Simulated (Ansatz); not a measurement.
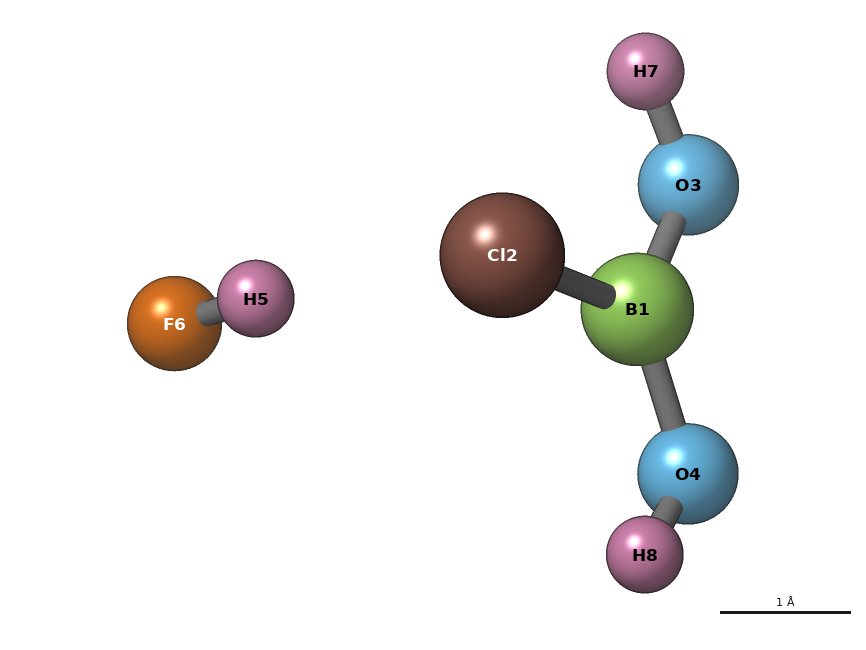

Computed geometry: PBE0-D4/def2-TZVP optimisation.

Which hydrogen bonds does the structure hold? Count O, N, F, S and Cl donors.

| D–H···A | D–H (Å) | H···A (Å) | angle (°) | kind |
| --- | --- | --- | --- | --- |
| F6–H5···Cl2 | 0.93 | 2.25 | 165 | intermolecular |
